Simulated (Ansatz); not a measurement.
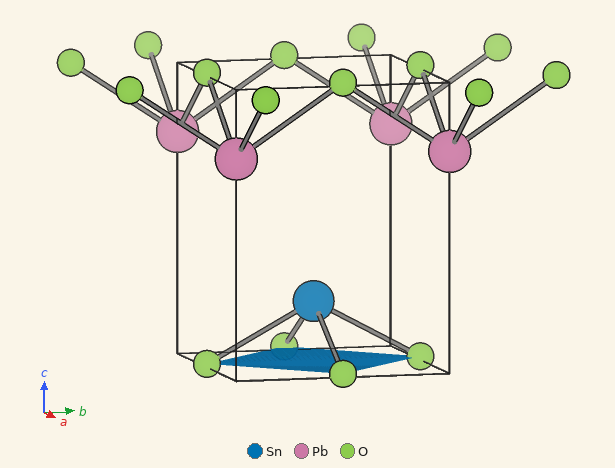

This polyhedral model is shown slightly off an axis. The lines enclose the conventional unit cell; boundary atoms appear with their images. A few atoms beyond the faces are included.

SnPbO$_{2}$, space group P4mm (No. 99), a = 3.945 Å, b = 3.945 Å, c = 5.233 Å, α = 90.00°, β = 90.00°, γ = 90.00°. Starting structure: a structure type filled with these elements by a generator (whether the compound takes this form wasn't checked). Earlier steps of the study may have refined or changed the cell and positions. A calculation with Ansatz used it as input.

This one geometry was computed with Ansatz (DFT, plane waves, PAW) at three levels of theory: r2SCAN, HSE06 and PBE.

Question: Which level gives the highest pressure at this volume, and what does that say about its equilibrium volume?

Answer: Highest: PBE (0.0 GPa), which points to the largest equilibrium volume. Lowest, with the smallest volume: r2SCAN (-3.4 GPa) and HSE06 (-3.8 GPa). Levels within 0.5 GPa of each other can't be told apart.

Question: How does the band gap change with the level of theory?

Answer: PBE: a gap of 1.07 eV, indirect; r2SCAN: a gap of 1.33 eV, indirect; HSE06: a gap of 1.67 eV, indirect.

Question: Collect the results in a table.

Answer:
| level | cutoff (eV) | k-mesh of the run's cell | gap (eV) | pressure (GPa) |
| --- | --- | --- | --- | --- |
| r2SCAN | 500 | 8×8×6 | 1.33 | -3.4 |
| HSE06 | 420 | 6×6×4 | 1.67 | -3.8 |
| PBE | 420 | 8×8×6 | 1.07 | 0.0 |

Gaps are taken on the k-mesh or band path of each run.
